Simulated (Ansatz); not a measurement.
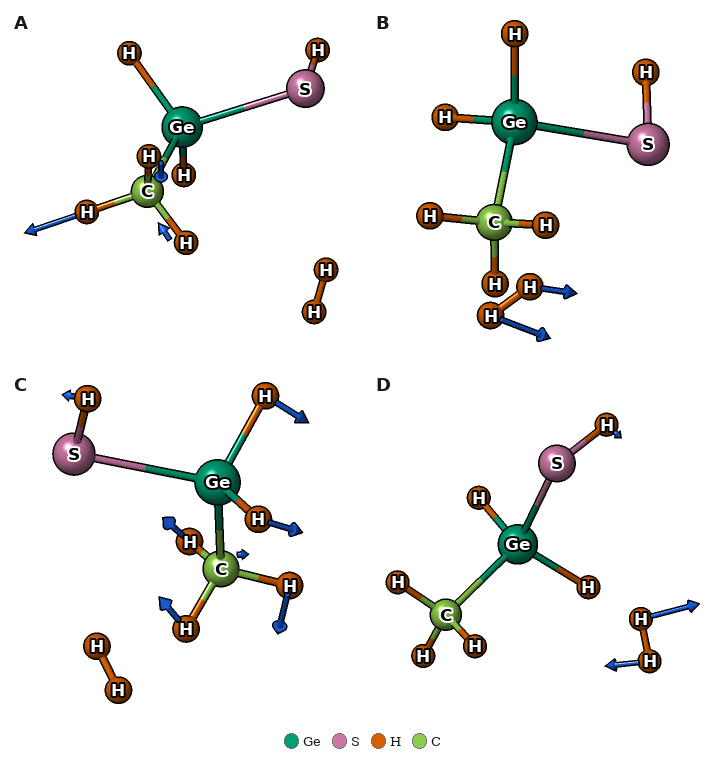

4 normal modes of one molecule or complex, as arrows. Harmonic vibrations computed with RKS PBE0-D4/def2-TZVP (Ansatz 0.2.0) at a stationary point of the same level.

> Match the panels to the wavenumbers 69 cm⁻¹, 282 cm⁻¹, 848 cm⁻¹, 3159 cm⁻¹.

A: 3159 cm⁻¹, out-of-phase stretching of 2 C–H bonds
B: 69 cm⁻¹
C: 848 cm⁻¹, Ge–C–H bending
D: 282 cm⁻¹
